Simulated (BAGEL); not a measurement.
# A workflow on BGeH5 (SMILES [BH2][GeH3])

Aim: a single-point energy (HF/def2-SV(P)), then the energy (NEVPT2(2,2)/def2-SV(P)), then a single-point energy (CASPT2(2,2)/def2-SV(P)) of BGeH5. 

The results are computed with BAGEL 1.2.2.

2 further runs of the same task are left out: 2 set aside as unsound or not needed.

## 1. The molecule

The species is BGeH5 (7 atoms), meant as a singlet with charge 0. SMILES: `[BH2][GeH3]`. The B1–H3 distance was set to 3.345 Å, away from the relaxed value. At this shape a bond of the SMILES string is far longer than usual.

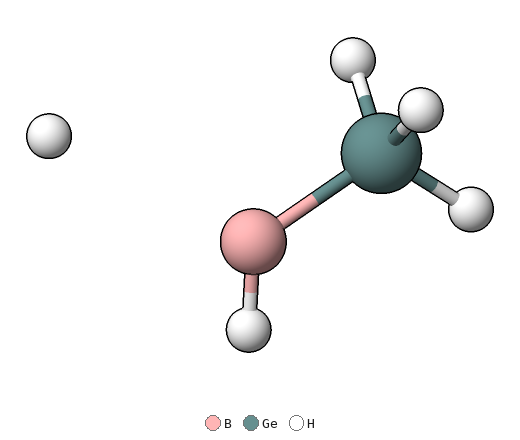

The structure, seen from a chosen angle (boron pink, germanium teal, hydrogen white).

## 2. The energy at HF/def2-SV(P) (density fitting with svp-jkfit) (run 1)

input.json reads:

```json
{ "bagel": [

{
  "title": "molecule",
  "basis": "def2-sv_p_.json",
  "df_basis": "svp-jkfit",
  "angstrom": "false",
  "geometry": [
    { "atom": "B", "xyz": [     3.59226165,    -0.38389408,     0.35458632 ] },
    { "atom": "Ge", "xyz": [     3.67049631,     3.40670755,    -0.49862502 ] },
    { "atom": "H", "xyz": [    -1.97362996,    -3.37240524,     0.59110633 ] },
    { "atom": "H", "xyz": [     5.46346846,    -1.57347668,     0.77127093 ] },
    { "atom": "H", "xyz": [     2.44217433,     3.84814757,    -3.10417941 ] },
    { "atom": "H", "xyz": [     2.06668575,     4.88088290,     1.43664350 ] },
    { "atom": "H", "xyz": [     6.32291590,     4.59269967,    -0.54945866 ] }
  ]
},

{ "title": "hf" },

{ "title": "print", "file": "orbitals.molden", "orbitals": "true" }

]}
```

The basis set def2-SV(P) is read from a file made from the Basis Set Exchange's data (not shown).

Command:

```
$ BAGEL_NUM_THREADS=1 BAGEL input.json > input.out
```

Standard output:

```text
* using 1 threads per process

  ===============================================================
  ===============================================================

  *** Geometry ***

[... 20 lines left out ...]
  === Nuclear Repulsion ===
    90.7949764605

      * DIIS with orbital gradients will be used.

  === RHF iteration (def2-sv_p_.json) ===
      0      -2102.29544865          0.01146966           0.04
      1      -2102.34816064          0.00777052           0.04
      2      -2102.37467175          0.00240694           0.04
[... 9 lines of this table left out ...]
     12      -2102.37791089          0.00000001           0.04
    * SCF iteration converged.

    * Permanent dipole moment:
           (   -1.653097,    -0.943861,     0.082435) a.u.

    * METHOD: HF                                   0.63

    * METHOD: PRINT                                0.01

  ===============================================================
```

Run time: 0.93 s. Hardware: 1 thread of Arm Neoverse V1, shared host; peak memory 0.15 GiB.

## 3. The energy at NEVPT2(2,2)/def2-SV(P) (density fitting with svp-jkfit) (run 2)

calc.json reads:

```json
{ "bagel": [

{
  "title": "molecule",
  "basis": "def2-sv_p_.json",
  "df_basis": "svp-jkfit",
  "angstrom": false,
  "geometry": [
    { "atom": "B", "xyz": [  3.59226165, -0.38389408,  0.35458632 ] },
    { "atom": "Ge", "xyz": [  3.67049631,  3.40670755, -0.49862502 ] },
    { "atom": "H", "xyz": [ -1.97362996, -3.37240524,  0.59110633 ] },
    { "atom": "H", "xyz": [  5.46346846, -1.57347668,  0.77127093 ] },
    { "atom": "H", "xyz": [  2.44217433,  3.84814757, -3.10417941 ] },
    { "atom": "H", "xyz": [  2.06668575,  4.88088290,  1.43664350 ] },
    { "atom": "H", "xyz": [  6.32291590,  4.59269967, -0.54945866 ] }
  ]
},
{ "title": "hf" },
{ "title": "nevpt2", "nstate": 1, "nact": 2, "nclosed": 20, "active": [21, 22], "maxiter": 200, "natocc": true, "ncore": 10 },
{ "title": "print", "file": "orbitals.molden", "orbitals": true }

]}
```

The basis set def2-SV(P) is read from a file made from the Basis Set Exchange's data (not shown).

Command:

```
$ BAGEL_NUM_THREADS=1 BAGEL calc.json > calc.out
```

Standard output:

```text
* using 1 threads per process

  ===============================================================
  ===============================================================

  *** Geometry ***

[... 31 lines left out ...]
    * SCF iteration converged.
[... 1 line left out ...]
    * Permanent dipole moment:
[... 28 lines left out ...]
    * Second-order optimization converged. *
[... 9 lines left out ...]
     * ci vector, state   0, <S^2> = 0.0000
       2.     0.8059379264
       .2    -0.5920000497

  === DF-NEVPT2 calculation ===

    * 3-index integral transformation done
    * assembly done

      NEVPT2 correlation energy:   -0.2666071690      0.05

          (+0)     -0.2437133054
          (+0)'    -0.0034844835
          (+1)     -0.0039078909
          (+1)'    -0.0000000000
          (+2)     -0.0000427908
          (-1)     -0.0153864571
          (-1)'     0.0000000000
          (-2)     -0.0000722413

      NEVPT2 total energy:       -2102.7552231799

    * METHOD: NEVPT2                               1.89

    * METHOD: PRINT                                0.01

  ===============================================================
```

Wall time 2.8 s (1 thread of Arm Neoverse V1, shared host); peak memory 0.15 GiB.

## 4. A single-point energy at CASPT2(2,2)/def2-SV(P) (density fitting with svp-jkfit) (run 3)

input.json reads:

```json
{ "bagel": [

{
  "title": "molecule",
  "basis": "def2-sv_p_.json",
  "df_basis": "svp-jkfit",
  "geometry": [
    { "atom": "B", "xyz": [  3.59226165, -0.38389408,  0.35458632 ] },
    { "atom": "Ge", "xyz": [  3.67049631,  3.40670755, -0.49862502 ] },
    { "atom": "H", "xyz": [ -1.97362996, -3.37240524,  0.59110633 ] },
    { "atom": "H", "xyz": [  5.46346846, -1.57347668,  0.77127093 ] },
    { "atom": "H", "xyz": [  2.44217433,  3.84814757, -3.10417941 ] },
    { "atom": "H", "xyz": [  2.06668575,  4.88088290,  1.43664350 ] },
    { "atom": "H", "xyz": [  6.32291590,  4.59269967, -0.54945866 ] }
  ]
},
{ "title": "hf" },
{ "title": "casscf", "nstate": 1, "nact": 2, "nclosed": 20, "active": [21, 22], "maxiter": 200, "natocc": "true" },
{ "title": "print", "file": "orbitals.molden", "orbitals": "true" },
{ "title": "smith", "method": "caspt2", "ms": "true", "xms": "true", "sssr": "true", "shift": 0.2, "shift_imag": "true", "ncore": 10 }

]}
```

The basis set def2-SV(P) is read from a file made from the Basis Set Exchange's data (not shown).

Command:

```
$ BAGEL_NUM_THREADS=1 BAGEL input.json > input.out
```

Standard output:

```text
* using 1 threads per process

  ===============================================================
  ===============================================================

  *** Geometry ***

[... 33 lines left out ...]
    * Permanent dipole moment:
[... 37 lines left out ...]
     * ci vector, state   0, <S^2> = 0.0000
[... 21 lines left out ...]
       #      aibj      arbs      arbi      airj      risj      airs      arst      rist         Etot      error   time
[... 7 lines left out ...]
      ------------------------------------------------------------------------------------------------------------------

    * CASPT2 energy : state  0    -2102.7582966646
        w/o shift correction      -2102.7566082133
        reference weight              0.9199191336

    * METHOD: SMITH                                0.18

  ===============================================================
```

It took 3 s on 1 thread of Arm Neoverse V1, shared host; peak memory 0.15 GiB.

## 5. Outcome

| quantity | value |
| --- | --- |
| run 1, HF/def2-SV(P): total energy | -2102.37791 Eh |
| run 1, HF/def2-SV(P): dipole moment | 4.84 D |
| run 1, HF/def2-SV(P): HOMO energy | -7.32 eV |
| run 1, HF/def2-SV(P): LUMO energy | -1.06 eV |
| run 1, HF/def2-SV(P): HOMO–LUMO gap | 6.27 eV |
| run 2, NEVPT2(2,2)/def2-SV(P): total energy | -2102.75522 Eh |
| run 3, CASPT2(2,2)/def2-SV(P): total energy | -2102.75830 Eh |

In words: One bond (run 1, HF/def2-SV(P)) is far stretched, which a spin-restricted single reference describes badly; a broken-symmetry solution may lie lower.
